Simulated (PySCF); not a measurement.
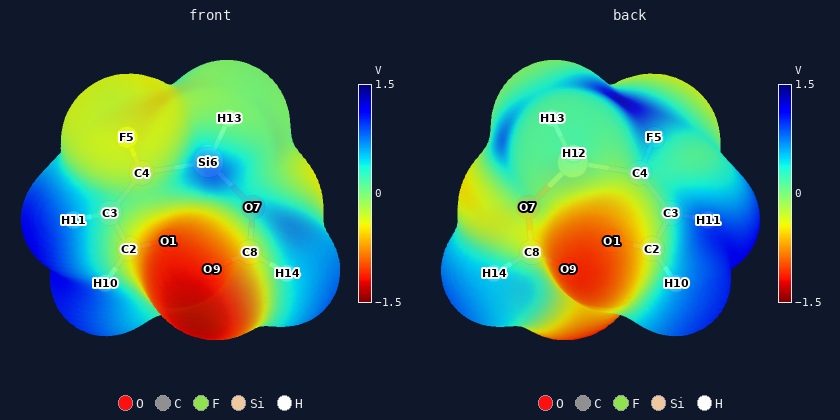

Figure 1: C$_{4}$H$_{5}$FO$_{3}$Si (SMILES O=C/C=C(/F)[SiH2]OC=O). The molecular electrostatic potential painted on the density surface at 0.001 e/bohr³, seen from the front and from behind; the colour scale runs from red (negative) to blue (positive).

Geometry: GFN2-xTB.

These are results of wB97X-D/def2-SVPD, SCF density, gas phase in PySCF 2.14.0, not measurements.

| atom | x (Å) | y (Å) | z (Å) |
| --- | --- | --- | --- |
| O | 0.6243 | 0.8140 | -1.2919 |
| C | 1.3451 | 1.1348 | -0.3683 |
| C | 1.5676 | 0.2810 | 0.7737 |
| C | 0.8484 | -0.8483 | 0.7924 |
| F | 1.0075 | -1.7143 | 1.7957 |
| Si | -0.4310 | -1.3264 | -0.5507 |
| O | -1.7642 | -0.3412 | -0.6508 |
| C | -2.0300 | 0.8098 | -0.0901 |
| O | -1.3818 | 1.3583 | 0.7497 |
| H | 1.8698 | 2.1009 | -0.3808 |
| H | 2.2593 | 0.5698 | 1.5490 |
| H | 0.1010 | -1.5292 | -1.8824 |
| H | -1.0417 | -2.5313 | 0.0224 |
| H | -2.9750 | 1.2215 | -0.4900 |

Which sites attract a positive test charge, and which a negative one?

Answer. A positive charge is drawn to the negative regions and a negative charge to the positive ones. The most negative region (about −1.3 V) lies over O9, the most positive (about +1.2 V) over the C, H and Si atoms. O9 is the likeliest acceptor of a hydrogen bond.

How polar is the molecule by this calculation?

Answer. Its dipole moment is 1.34 D.
